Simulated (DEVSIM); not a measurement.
Structure: abrupt Ge p-n junction, at 300 K.

```csv
layer (left to right),material,thickness (μm),Nd (cm⁻³),Na (cm⁻³),τn (s),τp (s)
1,Ge,97.0,-,2.5e17,7.2e-6,2.4e-6
2,Ge,29.0,5.7e16,-,2.4e-6,2.4e-6
```

Left contact: ohmic. Right contact: ohmic. Voltage is applied to the left contact. Recombination: SRH at mid-gap, radiative. Mobility is constant in doping.

This is a model device: material constants are rounded textbook-type values typed into the input, and sizes, dopings and lifetimes were drawn at random. Values at 300 K.

| parameter | Ge |
|---|---|
| gap (eV) | 0.664 |
| affinity (eV) | 4 |
| permittivity | 16 |
| Nc (cm⁻³) | 1.04e19 |
| Nv (cm⁻³) | 6e18 |
| μn (cm²/Vs) | 3900 |
| μp (cm²/Vs) | 1900 |
| B (cm³/s) | 6.4e-14 |

Model (solved in DEVSIM): 1D drift-diffusion, Boltzmann statistics, complete ionisation; no tunnelling, impact ionisation, image-force lowering or self-heating.

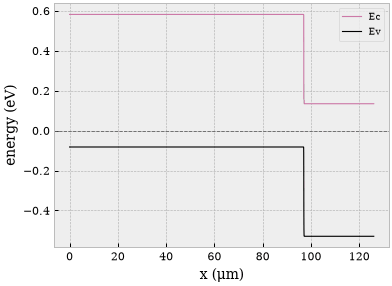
Figure: Band edges at zero bias

Energies count from the Fermi level of the right contact; mesh points crowd at the junctions.

```
x (μm)   Ec (eV)  Ev (eV)  n (cm⁻³)  p (cm⁻³)  field (V/cm)
-------  -------  -------  --------  --------  ------------
0.000      0.582   -0.082     1.7e9    2.5e17           ≈ 0
0.05765    0.582   -0.082     1.7e9    2.5e17           ≈ 0
0.2537     0.582   -0.082     1.7e9    2.5e17           ≈ 0
0.9205     0.582   -0.082     1.7e9    2.5e17           ≈ 0
4.807      0.582   -0.082     1.7e9    2.5e17           ≈ 0
16.41      0.582   -0.082     1.7e9    2.5e17           ≈ 0
54.09      0.582   -0.082     1.7e9    2.5e17           ≈ 0
88.63      0.582   -0.082     1.7e9    2.5e17           ≈ 0
94.56      0.582   -0.082     1.7e9    2.5e17           ≈ 0
96.30      0.582   -0.082     1.7e9    2.5e17           ≈ 0
96.81      0.582   -0.082     1.7e9    2.5e17           ≈ 0
96.98      0.556   -0.108     4.7e9    9.4e16        -23000
97.02      0.354   -0.310    1.2e13    3.8e13        -50000
97.13      0.138   -0.526    5.0e16     8.7e9         -1600
97.78      0.135   -0.529    5.7e16     7.7e9           ≈ 0
99.69      0.135   -0.529    5.7e16     7.7e9           ≈ 0
106.2      0.135   -0.529    5.7e16     7.7e9           ≈ 0
119.0      0.135   -0.529    5.7e16     7.7e9           ≈ 0
124.7      0.135   -0.529    5.7e16     7.7e9           ≈ 0
125.6      0.135   -0.529    5.7e16     7.7e9           ≈ 0
125.9      0.135   -0.529    5.7e16     7.7e9           ≈ 0
126.0      0.135   -0.529    5.7e16     7.7e9           ≈ 0
```
